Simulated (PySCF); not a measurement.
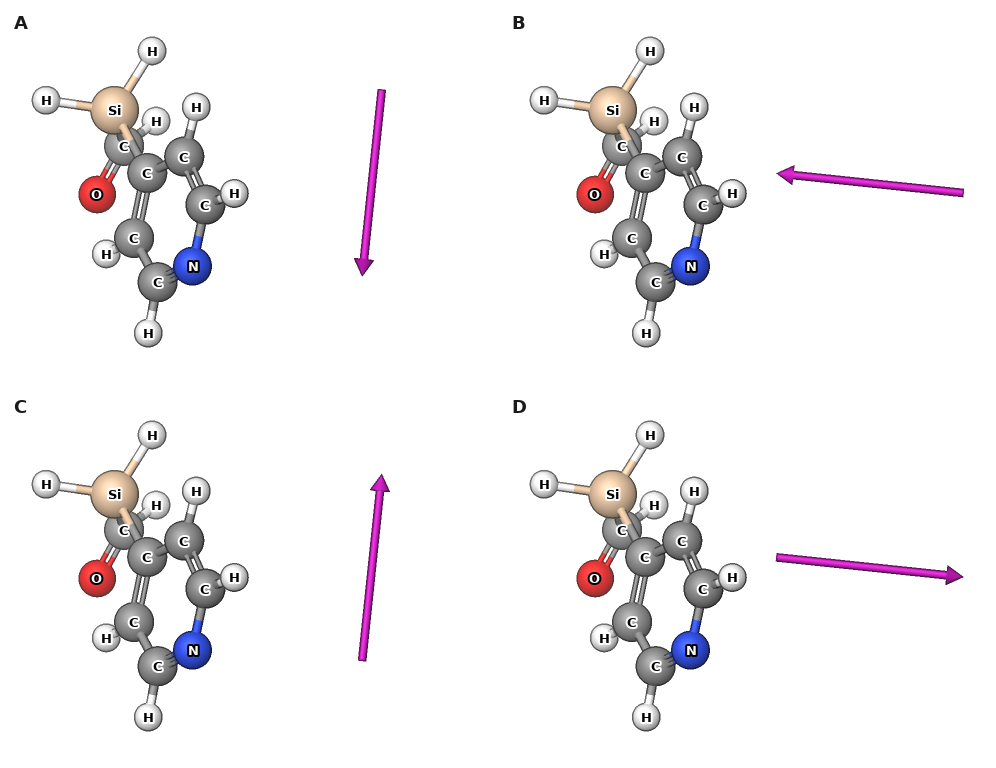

The same molecule four times, each with an arrow. The computed structure is the end point of a GFN2-xTB optimisation. No frequency run is at hand to confirm it as a minimum. Level of theory: B3LYP/def2-SVPD, gas phase (PySCF 2.14.0).

> Which arrow points along the dipole moment, from the negative to the positive end?

C. The dipole moment is 3.00 D.

The geometry is semi-empirical. Around Si such bond lengths and angles can be off by a tenth of an ångström or more and by several degrees, and values that hang on the shape move with them.
